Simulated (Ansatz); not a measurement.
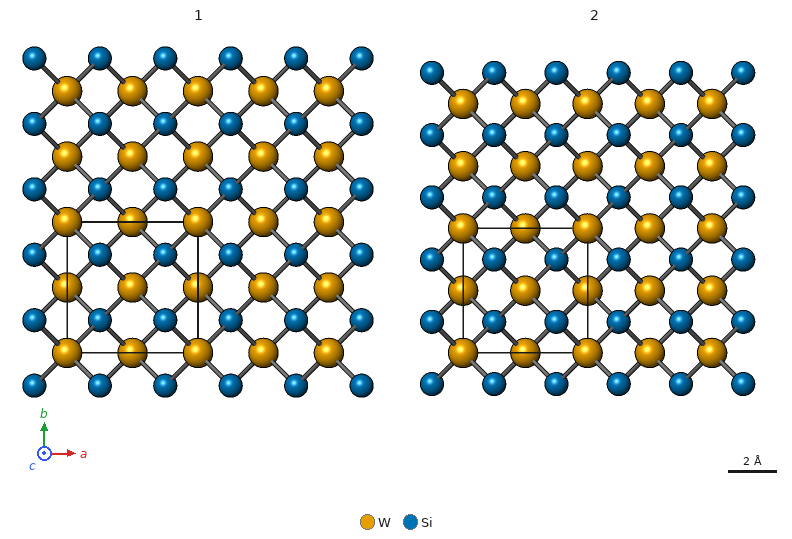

Two geometries of crystalline SiW (built on the zinc blende type) (coarse preliminary run), drawn at one scale. One is the start of a relaxation, the other its converged end. A ball-and-stick model of the conventional cell (4 times the calculation's cell), repeated 2 × 2 × 1 with one cell outlined, seen along the c axis. Lengths and directions refer to the drawn axes.

Method: DFT PBEsol, scalar-relativistic, plane waves, PAW in Ansatz. Settings: plane-wave cutoff 420 eV; k-point mesh 6 × 6 × 6; occupations gaussian; smearing width 0.1 eV; no spin polarisation; cell and atoms relaxed; force threshold 0.05 eV/Å; at most 80 steps.

**Which one is relaxed?**

Structure 1 is the relaxed one. Over 2 accepted moves (3 points after the start) the energy falls by 203 meV per atom. All forces vanish by symmetry, so only the cell relaxes. Pressure: 24.49 GPa at the start and 0.34 GPa at the end. The SCF was repeated once at an unchanged geometry on a basis and grid sized afresh for the cell, which shifted the energy by 1.0 meV per atom at most. No atom moves by more than 0.005 Å relative to the cell. Cell: a = b = c 5.251 → 5.521 Å (+5.1 %). Volume +16.2 %. Among the contacts that change: Si–W 2.274 → 2.391 Å. The space group stays F-43m (No. 216).
